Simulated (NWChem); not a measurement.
# One shape, several levels: KOH (SMILES [OH][K])

We compute a comparison of 3 runs (HF/3-21G, SVWN5/6-31G, MP2/def2-TZVPPD) of KOH. 

The calculation is run with NWChem 7.3.0.

## 1. The system as given

The species is KOH (3 atoms), meant as a singlet with charge 0. As SMILES, `[OH][K]`. The coordinates come from a PBE0-D4/def2-TZVP relaxation.

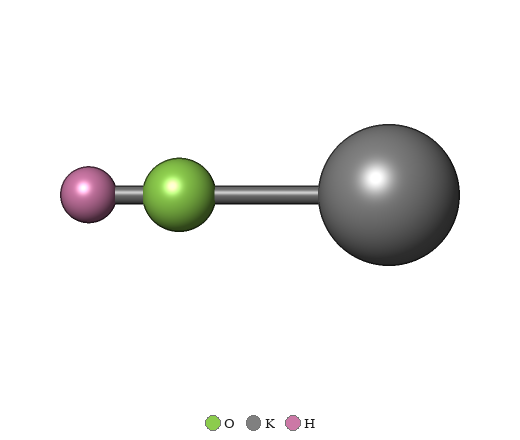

The structure, seen from a chosen angle (oxygen green, potassium grey, hydrogen pink).

## 2. Energy and forces at HF/3-21G (run 1)

hko.nw

```
start hko
title "HKO gradient"
memory stack 880 mb heap 220 mb global 1100 mb
charge 0
geometry noautosym nocenter noautoz
   O       -0.368800       0.046800      -0.196900
   K        1.559600      -0.315600       0.819400
   H       -1.201800       0.204000      -0.635700
end
basis spherical bse
   * library 3-21G
end
scf
   thresh 1e-08
   maxiter 80
end
task scf gradient
```

Command:

```sh
nwchem hko.nw > hko.out
```

Output:

```text
[...]
  functions       =    28
[...]
  wavefunction    = RHF
[...]
         Total SCF energy =   -671.137715923488
      One-electron energy =  -1015.021537370367
      Two-electron energy =    299.871045367083
 Nuclear repulsion energy =     44.012776079796
        Time for solution =      0.9s
[...]
                         RHF ENERGY GRADIENTS
    atom               coordinates                        gradient
                 x          y          z           x          y          z
   1 O      -0.696931   0.088439  -0.372087   -0.010610   0.001993  -0.005592
   2 K       2.947217  -0.596398   1.548441   -0.003437   0.000650  -0.001810
   3 H      -2.271073   0.385504  -1.201299    0.014047  -0.002643   0.007402
[...]
```

Run time: 2 s. Hardware: 1 thread of Intel Xeon Platinum 8259CL at 2.50GHz (Skylake/Cascade Lake), shared host; peak memory 0.099 GiB.

## 3. Energy and forces at SVWN5/6-31G (run 2)

work.xyz

```xyz
3
HKO
O     -0.368800     0.046800    -0.196900
K      1.559600    -0.315600     0.819400
H     -1.201800     0.204000    -0.635700
```

run.py

```python
from ase.io import read
from ase.calculators.nwchem import NWChem

mol = read('work.xyz')

calc = NWChem(
    label='work',
    theory='dft',
    memory='2200 mb',
    basis='6-31G',
    basispar='spherical bse',
    dft={'xc': 'slater vwn_5', 'mult': '1', 'grid': 'xfine', 'convergence': 'energy 1e-08', 'iterations': '100', 'mulliken': None},
)
mol.calc = calc

forces = mol.get_forces()
print("Total energy (eV):", round(mol.get_potential_energy(), 6))
print("forces (eV/A):")
for s, f in zip(mol.symbols, forces):
    print(f"{s:2s} {f[0]:10.5f} {f[1]:10.5f} {f[2]:10.5f}")
print("dipole (e A):", mol.get_dipole_moment().round(4))
```

Command:

```sh
export ASE_NWCHEM_COMMAND="nwchem PREFIX.nwi > PREFIX.nwo"
python run.py
```

Output:

```text
Total energy (eV): -18324.689293
forces (eV/A):
O     2.21948   -0.41832    1.16903
K    -1.01188    0.19021   -0.53320
H    -1.20754    0.22811   -0.63583
dipole (e A): [ 0.9738 -0.1832  0.5129]
```

The calculator wrote work.nwi:

```
title "work"

permanent_dir work

scratch_dir work

start work

geometry units angstrom nocenter noautosym noautoz
  O  -3.6880000000000002e-01 4.6800000000000001e-02 -1.9689999999999999e-01
  K  1.5596000000000001e+00 -3.1559999999999999e-01 8.1940000000000002e-01
  H  -1.2018000000000000e+00 2.0399999999999999e-01 -6.3570000000000004e-01
end

memory 2200 mb

basis spherical bse noprint
   * library 6-31G
end

dft
  xc slater vwn_5
  mult 1
  grid xfine
  convergence energy 1e-08
  iterations 100
  mulliken
end

task dft gradient
```

work.nwo:

```text
Northwest Computational Chemistry Package (NWChem) 7.3.0
             --------------------------------------------------------

           Job information
           ---------------

    nwchem branch   = 7.3.0
    use scalapack   = T
    input           = work.nwi
    prefix          = work.
    data base       = work/work.db
    status          = startup
    nproc           =        1

           Memory information
           ------------------

[... 5 lines left out ...]
    hardfail = no
[... 86 lines left out ...]
  convergence criterion.
[... 38 lines left out ...]
          Spatial weights used:  Erf1
[... 32 lines left out ...]
 1-e energy   =   -1014.652951
[... 66 lines left out ...]
           Coulomb energy =      341.351507564847
[... 334 lines left out ...]
          Convergence on density requested:  1.00D-05
[... 24 lines left out ...]
          total energy or number of iterations.
[... 34 lines left out ...]
                 ----------------------------------------
                 |  Time  |  1-e(secs)   |  2-e(secs)   |
                 ----------------------------------------
                 |  CPU   |       0.00   |       1.76   |
                 ----------------------------------------
                 |  WALL  |       0.00   |       1.76   |
                 ----------------------------------------

 Task  times  cpu:       26.8s     wall:       26.8s
 Total times  cpu:       26.8s     wall:       26.8s
```

Run time: 29 s. Hardware: 1 thread of Intel Xeon Platinum 8259CL at 2.50GHz (Skylake/Cascade Lake), shared host; peak memory 0.12 GiB.

## 4. Energy and forces at MP2/def2-TZVPPD (run 3)

struct.nw

```
start struct
title "HKO mp2"
memory total 2200 mb
charge 0

geometry units angstroms noautosym nocenter noautoz
  O       -0.368800       0.046800      -0.196900
  K        1.559600      -0.315600       0.819400
  H       -1.201800       0.204000      -0.635700
end

basis spherical bse
  * library def2-TZVPPD
end

scf
  thresh 1e-08
  maxiter 80
end

mp2
  freeze core 6
  tight
end

task mp2 gradient
```

Command:

```sh
nwchem struct.nw > struct.out
```

Output:

```text
[...]
  functions       =    93
[...]
  wavefunction    = RHF
[...]
         Total SCF energy =   -674.641364706414
      One-electron energy =  -1018.430175333871
      Two-electron energy =    299.776034547661
 Nuclear repulsion energy =     44.012776079796
        Time for solution =     20.0s
[...]
          Total MP2 energy          -675.074668783028
[...]
                         mp2 ENERGY GRADIENTS
    atom               coordinates                        gradient
                 x          y          z           x          y          z
   1 O      -0.696931   0.088439  -0.372087    0.004066  -0.000772   0.002140
   2 K       2.947217  -0.596398   1.548441   -0.006750   0.001271  -0.003556
   3 H      -2.271073   0.385504  -1.201299    0.002684  -0.000499   0.001416
[...]
```

Wall time 61 s (1 thread of Intel Xeon Platinum 8259CL at 2.50GHz (Skylake/Cascade Lake), shared host); peak memory 0.24 GiB.

## 5. The series

```csv
run,level,iteration cap,module,energy (Eh),dipole moment (D),HOMO energy (eV),LUMO energy (eV),wall time
1,HF/3-21G,80,scf,-671.137716,7.38,-6.89,-0.06,2 s
2,SVWN5/6-31G,100,dft,-673.419916,5.36,-2.91,-1.36,29 s
3,MP2/def2-TZVPPD,80,mp2,-675.074669,7.57,-8.85,-0.05,61 s
```

## 6. Summary of results

| quantity | value |
| --- | --- |
| run 3: total energy | -675.07467 Eh |
| run 3: dipole moment (of the density that the program reports) | 7.57 D |
| run 3: HOMO energy (Hartree–Fock orbitals) | -8.85 eV |
| run 3: LUMO energy (Hartree–Fock orbitals) | -0.05 eV |
| run 3: HOMO–LUMO gap (Hartree–Fock orbitals) | 8.80 eV |
| run 3: correlation energy (6 core orbitals frozen) | -433.3 mEh |
| run 3: largest force on an atom | 0.398 eV/Å |

**Reading.** The dipole moment (its size) runs from 5.36 D (SVWN5/6-31G) to 7.57 D (MP2/def2-TZVPPD). The two ends differ in method and basis. All runs together took 92 s, the longest 61 s.
